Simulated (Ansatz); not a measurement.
Nb$_{2}$Ag

```
Nb Ag
1.0
     7.65535    0.00000    0.00000
     0.00000    7.65535    0.00000
     0.00000    0.00000    7.65535
Nb Ag
16 8
Cartesian
  4.7846 0.9569 0.9569
  0.9569 4.7846 0.9569
  0.9569 0.9569 4.7846
  4.7846 4.7846 4.7846
  4.7846 2.8708 2.8708
  0.9569 6.6984 2.8708
  0.9569 2.8708 6.6984
  4.7846 6.6984 6.6984
  6.6984 2.8708 0.9569
  2.8708 6.6984 0.9569
  2.8708 2.8708 4.7846
  6.6984 6.6984 4.7846
  6.6984 0.9569 2.8708
  2.8708 4.7846 2.8708
  2.8708 0.9569 6.6984
  6.6984 4.7846 6.6984
  0.0000 0.0000 0.0000
  3.8277 3.8277 0.0000
  3.8277 0.0000 3.8277
  0.0000 3.8277 3.8277
  1.9138 1.9138 1.9138
  5.7415 5.7415 1.9138
  5.7415 1.9138 5.7415
  1.9138 5.7415 5.7415
```

Space group Fd-3m; started from the cubic Laves (C15)_227 prototype, which need not be the ambient phase.

The calculation used DFT PBE, scalar-relativistic, plane waves, PAW in Ansatz.

> Predict the valence pseudo-density and electron localisation function between the atoms.

Nb–Nb (2.71 Å): ρ at the midpoint is about 0.39 e/Å³; the ELF is about 0.30 at the midpoint: no shared electron pair shows on this line.
Nb–Ag (3.17 Å): the density is about 0.17 e/Å³ at the midpoint; the ELF is about 0.25 at the midpoint (no localised pair shows between them).
Ag–Ag (3.31 Å): ρ at the midpoint is about 0.13 e/Å³; the ELF is about 0.15 at the midpoint; no localised pair shows between them.

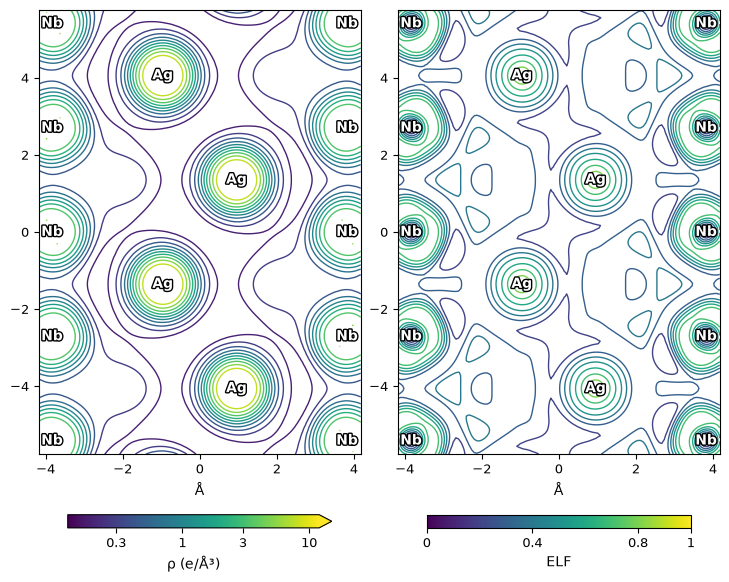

Computed valence pseudo-density and electron localisation function on the (011) plane of the conventional cell, in this order. 

In a PAW calculation such maps are meaningful between the atoms, not at the nuclei.
